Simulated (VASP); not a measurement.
Input:

```
GaSe
1.0
    1.87493     1.08249     8.09441
   -1.87493     1.08249     8.09441
    0.00000    -2.16498     8.09441
Ga Se
2 2
Direct
  0.94983   0.94983   0.94983
  0.04982   0.04982   0.04982
  0.23497   0.23497   0.23497
  0.43138   0.43138   0.43138
```

Computed with PBEsol GGA, VASP's PBE PAW potentials (set 64) (plane waves; VASP 6.6.1). Run with 400 eV cut-off, 8×8×8 Γ-centred mesh, tetrahedra with Blöchl corrections, potentials Ga_d Se.

Without a dispersion term in the relaxation, distances and binding between the weakly bound layers, chains or molecules are unreliable, and so is what depends on them.

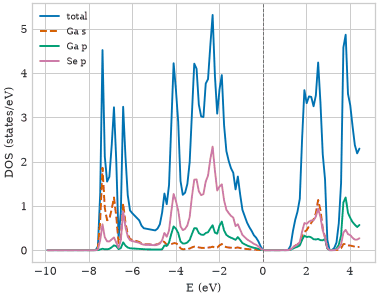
Figure: Total and projected density of states, zero at the valence-band maximum

Within 2 eV below the valence-band maximum the largest weight inside VASP's projection spheres is Se p, then Ga p.

The gap is direct, 0.95 eV, from the valence maximum at T to the conduction minimum at T.

The structure comes from a computed database's GaSe entry (R3m); how it stands against other phases isn't given here. It was relaxed first, which changed the volume by -8 %.
